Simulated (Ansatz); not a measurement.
**InH2(CCH) (C2H3In): the relaxed shape and its frontier levels**

Aim: characterise InH2(CCH) (C2H3In) as a singlet: its structure, frontier levels and distribution of charge.

The runs use Ansatz 0.2.0, Gaussian basis; RKS PBE0-D4/def2-TZVP.

Levels to be run: relaxation at PBE-D4/def2-TZVP; a search for the lowest solution at PBE0-D4/def2-SVP; a single point at PBE0-D4/def2-TZVP.

1 further run of the same task is left out (it didn't finish). Runs told in other sessions of the task aren't counted.

**1. Where the work starts**

6 atoms, charge 0, spin multiplicity 1.

Atoms are counted from 1 here; the program's logs count them from 0.

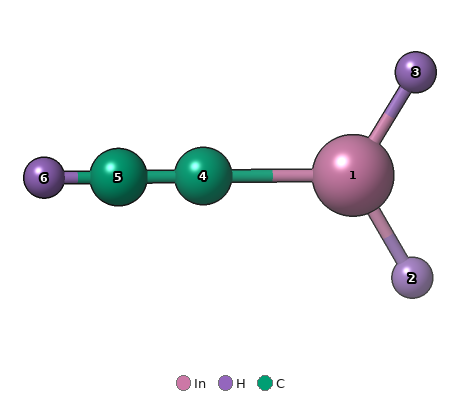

As it starts; indium pink, hydrogen purple, carbon teal; atoms are numbered from 1 in the order of the file.

Geometry (Å):

| atom | x (Å) | y (Å) | z (Å) |
| --- | --- | --- | --- |
| In1 | 0.6776 | 1.1737 | 0.0028 |
| H2 | 2.3979 | 1.1768 | 0.0299 |
| H3 | -0.1669 | 2.6732 | -0.0427 |
| C4 | -0.3962 | -0.6704 | 0.0073 |
| C5 | -0.9924 | -1.7189 | 0.0039 |
| H6 | -1.5201 | -2.6345 | -0.0014 |

In takes a core potential in the def2 sets. No spin-orbit coupling is included.

The start is a GFN2-xTB geometry.

**2. Optimising with PBE-D4/def2-TZVP**

Input file in.yaml:

```yaml
crystal:
  periodic: [false, false, false]
  atoms:
    - {symbol: In, position_ang: [0.677600, 1.173720, 0.002810]}
    - {symbol: H, position_ang: [2.397900, 1.176830, 0.029930]}
    - {symbol: H, position_ang: [-0.166880, 2.673240, -0.042650]}
    - {symbol: C, position_ang: [-0.396190, -0.670400, 0.007340]}
    - {symbol: C, position_ang: [-0.992380, -1.718940, 0.003930]}
    - {symbol: H, position_ang: [-1.520060, -2.634450, -0.001350]}
basis:
  gaussian: {orbitals: def2-TZVP}
hamiltonian: {xc: pbe, dispersion: d4}
scf: {lower_state_search: "off"}
output: {orbitals: {seedname: orbitals}}
relax: {f_tol: 0.02, max_steps: 100}
```

Started as:

```console
> ansatz run in.yaml --threads 4 --pin off --events-out ev --progress --plain --max-ram 3916MiB
```

What it wrote, shortened:

```text
Functional definition: PBE
  name "PBE"
  cite "Perdew, Burke & Ernzerhof, Phys. Rev. Lett. 77, 3865 (1996) doi:10.1103/PhysRevLett.77.3865"
  parent pbe
[...]
880 factors; their error is unknown
[...]
mean field -7291.82104577 eV, -267.9694808582 hartree, gradient 2.5e-6 eV, S^2 0.000000; 0 other end points of the search recorded, 0 dependent functions left out
[...]
reference -7291.82109963 eV, -267.9694828377 hartree; 18, 18 occupied and 112, 112 virtual orbitals, 880 factors
relax step   1: F+E_penalty+E_count = -7291.91557365 eV  Δ(F+E_penalty+E_count) = +0.000e0 eV  max|allowed force component| = 1.663e0 eV/Å  Δτ_max = 0.0000 Å  (19 SCF iters, accepted)
[...]
relax step   3: F+E_penalty+E_count = -7291.95395886 eV  Δ(F+E_penalty+E_count) = -7.232e-3 eV  max|allowed force component| = 3.668e-2 eV/Å  Δτ_max = 0.0455 Å  (22 SCF iters, accepted)
[...]
relax step   4: F+E_penalty+E_count = -7291.95402125 eV  Δ(F+E_penalty+E_count) = -6.239e-5 eV  max|allowed force component| = 8.347e-3 eV/Å  Δτ_max = 0.0013 Å  (24 SCF iters, accepted)
Total energy: -7291.95407499 eV, -267.9743695920 hartree
Atom 0 at     0.691044     1.196121    -0.001318 Å, force     0.003581     0.007774     0.000497 eV/Å
Atom 1 at     2.411567     1.092347     0.033867 Å, force    -0.001700    -0.000686     0.000173 eV/Å
Atom 2 at    -0.248819     2.640820    -0.041356 Å, force    -0.000301    -0.002587     0.000226 eV/Å
Atom 3 at    -0.367693    -0.626533     0.004119 Å, force     0.003345    -0.008347    -0.000401 eV/Å
Atom 4 at    -0.974464    -1.686915     0.003369 Å, force    -0.007282     0.007513    -0.003085 eV/Å
Atom 5 at    -1.511645    -2.615840     0.001329 Å, force     0.002357    -0.003668     0.002591 eV/Å
Dipole moment:     0.030578     0.052266    -0.001037 e Å
Checks for a lower state left out: stability, starts, cluster_reference, orbital_swaps, neighbouring_geometries, increment
```

Run time: 2.8 s. Hardware: 4 threads of Arm Neoverse V1, shared host.

The steps of the relaxation:

| step | energy from step 1 (eV) | largest force component (eV/Å) |
| --- | --- | --- |
| 1 | 0.0000 | 1.6633 |
| 2 | -0.0312 | 0.2151 |
| 3 | -0.0384 | 0.0367 |
| 4 | -0.0384 | 0.0083 |

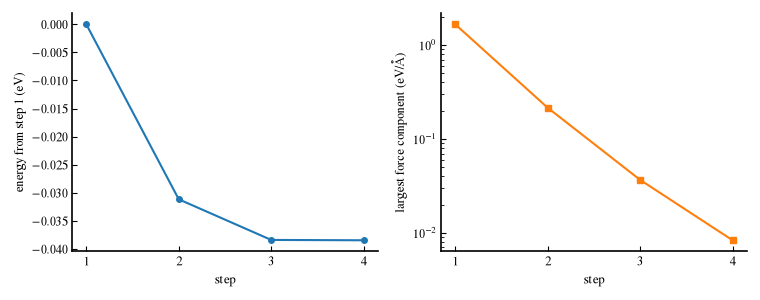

Energy and force, step by step.

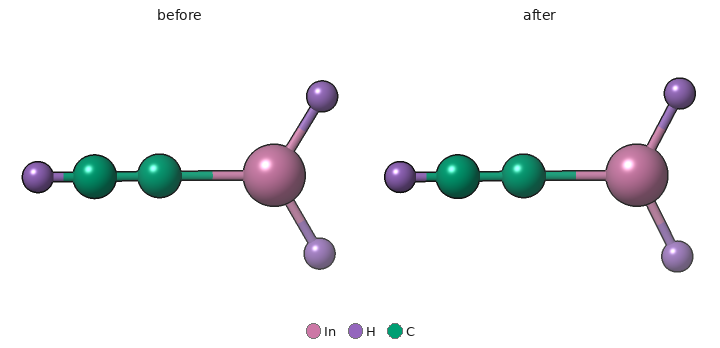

The geometry before (left) and after (right).

Distances of close pairs at the start and the end, largest changes first:

| bond | before (Å) | after (Å) | change (Å) |
| --- | --- | --- | --- |
| In1–C4 | 2.134 | 2.108 | -0.026 |
| C5–H6 | 1.057 | 1.073 | +0.016 |
| C4–C5 | 1.206 | 1.222 | +0.016 |
| In1–H2 | 1.721 | 1.724 | +0.003 |
| In1–H3 | 1.722 | 1.724 | +0.002 |

Bonds by kind at the end (by distance):

| bond | count | shortest (Å) | longest (Å) |
| --- | --- | --- | --- |
| C–C | 1 | 1.222 | 1.222 |
| C–In | 1 | 2.108 | 2.108 |
| H–In | 2 | 1.724 | 1.724 |
| C–H | 1 | 1.073 | 1.073 |

**3. Searching for the lowest solution, PBE0-D4/def2-SVP**

start.molden holds the orbitals of an earlier run on this state, given as this run's starting guess.

Input file in.yaml:

```yaml
crystal:
  periodic: [false, false, false]
  atoms:
    - {symbol: In, position_ang: [0.691044, 1.196121, -0.001318]}
    - {symbol: H, position_ang: [2.411567, 1.092347, 0.033867]}
    - {symbol: H, position_ang: [-0.248819, 2.640820, -0.041356]}
    - {symbol: C, position_ang: [-0.367693, -0.626533, 0.004119]}
    - {symbol: C, position_ang: [-0.974464, -1.686915, 0.003369]}
    - {symbol: H, position_ang: [-1.511645, -2.615840, 0.001329]}
basis:
  gaussian: {orbitals: def2-SVP, initial_orbitals: start.molden}
hamiltonian: {xc: pbe0, dispersion: d4}
output: {orbitals: {seedname: orbitals}}
```

Launched as before.

What it wrote:

```text
Functional definition: PBE0
  name "PBE0"
  cite "Adamo & Barone, J. Chem. Phys. 110, 6158 (1999) doi:10.1063/1.478522"
  cite "Perdew, Burke & Ernzerhof, Phys. Rev. Lett. 77, 3865 (1996) doi:10.1103/PhysRevLett.77.3865"
  parent pbe
  parameter a = 0.25
  parameter kappa = 0.804
  parameter beta = 0.06672455060314922
  exchange = (1 - a)*pbe_x(kappa = kappa, mu = beta*pi^2/3) + a*exact_x
  correlation = pbe_c(beta = beta)
784 factors; integrals over basis functions are off by at most 1.3e-3 eV
mean field evaluation 1: about -7288.9911 eV, gradient 3.3e1 eV
mean field evaluation 2: about -7289.2925 eV, gradient 4.2e-1 eV
mean field evaluation 4: about -7289.3874 eV, gradient 2.3e-3 eV
mean field evaluation 8: about -7285.0183 eV, gradient 3.8e1 eV
mean field evaluation 16: about -7289.3874 eV, gradient 6.5e-2 eV
mean field -7289.38742123 eV, -267.8800468058 hartree, gradient 3.1e-5 eV, S^2 0.000000; 1 other end points of the search recorded, 0 dependent functions left out
reference -7289.38745512 eV, -267.8800480515 hartree; 18, 18 occupied and 51, 51 virtual orbitals, 784 factors
Total energy: -7289.46799568 eV, -267.8830078625 hartree
```

Wall time 0.85 s (4 threads of Arm Neoverse V1, shared host).

From the report: HOMO -7.66 eV, LUMO -1.96 eV.

**4. Single point, PBE0-D4/def2-TZVP**

in.yaml, as its differences from that of step 3:

```diff
@@ -10,4 +10,5 @@
 basis:
-  gaussian: {orbitals: def2-SVP, initial_orbitals: start.molden}
+  gaussian: {orbitals: def2-TZVP, initial_orbitals: start.molden}
 hamiltonian: {xc: pbe0, dispersion: d4}
-output: {orbitals: {seedname: orbitals}}
+scf: {omitted_lower_state_checks: [starts]}
+output: {forces: true, orbitals: {seedname: orbitals}}
```

Launched as before.

What it wrote, shortened:

```text
Functional definition: PBE0
  name "PBE0"
  cite "Adamo & Barone, J. Chem. Phys. 110, 6158 (1999) doi:10.1063/1.478522"
  cite "Perdew, Burke & Ernzerhof, Phys. Rev. Lett. 77, 3865 (1996) doi:10.1103/PhysRevLett.77.3865"
  parent pbe
[...]
973 factors; their error is unknown
[...]
mean field -7292.00085399 eV, -267.9760886885 hartree, gradient 1.9e-5 eV, S^2 0.000000; 0 other end points of the search recorded, 0 dependent functions left out
[...]
reference -7292.00089224 eV, -267.9760900939 hartree; 18, 18 occupied and 112, 112 virtual orbitals, 973 factors
Total energy: -7292.08143280 eV, -267.9790499050 hartree
Atom 0 at     0.691044     1.196121    -0.001318 Å, force    -0.016388    -0.026861     0.000576 eV/Å
Atom 1 at     2.411567     1.092347     0.033867 Å, force    -0.143289     0.015974    -0.002826 eV/Å
Atom 2 at    -0.248819     2.640820    -0.041356 Å, force     0.083997    -0.117443     0.003614 eV/Å
Atom 3 at    -0.367693    -0.626533     0.004119 Å, force    -0.475403    -0.848728    -0.001481 eV/Å
Atom 4 at    -0.974464    -1.686915     0.003369 Å, force     0.423742     0.765744    -0.003198 eV/Å
Atom 5 at    -1.511645    -2.615840     0.001329 Å, force     0.127342     0.211315     0.003315 eV/Å
Dipole moment:     0.037571     0.064326    -0.001095 e Å
Checks for a lower state left out: starts
```

Wall time 1.3 s (4 threads of Arm Neoverse V1, shared host).

HOMO -7.72 eV, LUMO -2.01 eV.

Mulliken charges, from this run's orbitals:

| atom | value (e) |
| --- | --- |
| In1 | 0.47 |
| H2 | -0.09 |
| H3 | -0.09 |
| C4 | -0.35 |
| C5 | -0.13 |
| H6 | 0.18 |

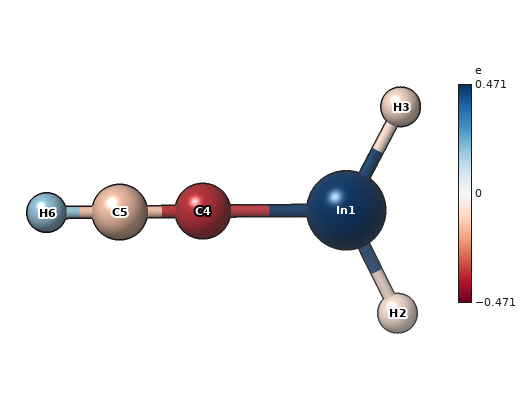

Mulliken charges, from this run's orbitals, as colours on the atoms.

Largest Mayer bond orders: C4–C5 2.58; C5–H6 0.97; In1–C4 0.97; In1–H3 0.93; In1–H2 0.93.

Orbitals, density, ELF and potential are computed afterwards from the orbital file.

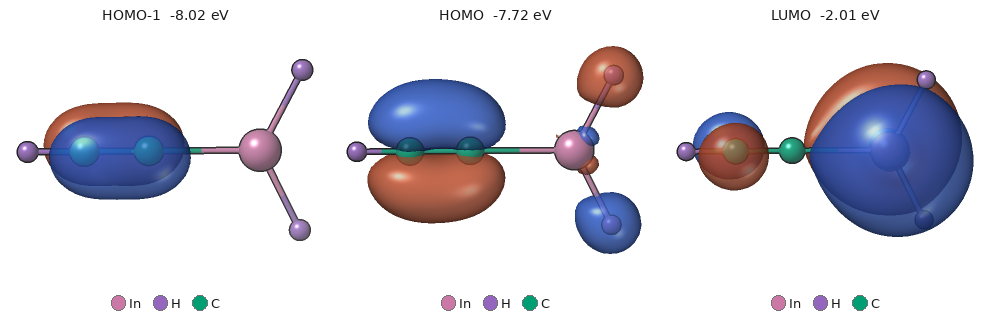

PBE0-D4/def2-TZVP orbitals near the gap, drawn at the value that encloses 70 % of each; the two colours are the two signs.

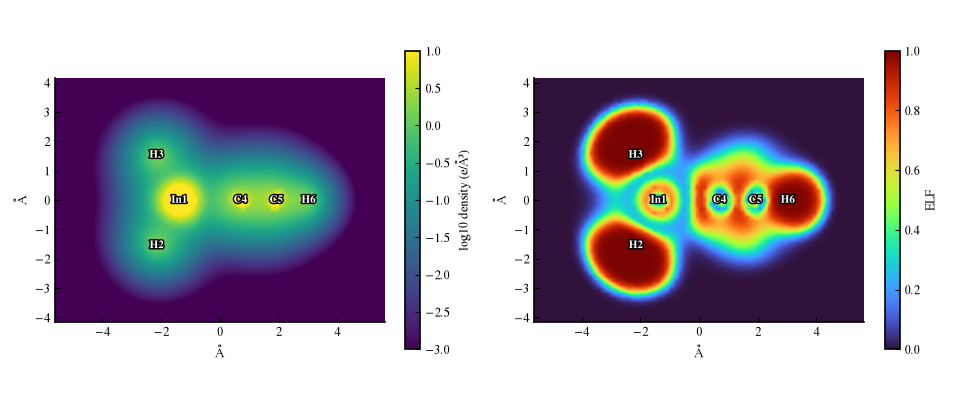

Density (left) and ELF (right) in a plane through or near 6 of the atoms.

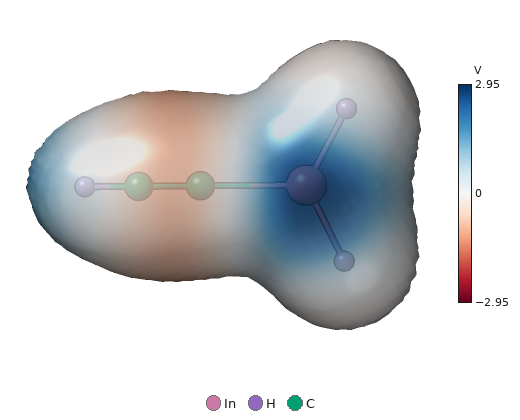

Electrostatic potential on the surface of density 0.002 e/bohr³; red is low, blue high. It runs from -1.00 V near C4 to 2.95 V near In1.

**5. Outcome**

| quantity | value |
| --- | --- |
| point group | C2v |
| C–C bond | 1.222 Å |
| HOMO, LUMO at PBE0-D4/def2-TZVP | -7.72, -2.01 eV |
| dipole at PBE-D4/def2-TZVP | 0.29 D |

In words: The molecule keeps its bonding pattern by the stored test; the atoms moved 0.06 Å (rms). No usable vibrations, so a minimum isn't proven. The HOMO lies nearest to C4, C5 about 37 % each; H2, H3 about 10 % each and the LUMO to In1 50 %; H2, H3 about 15 % each.
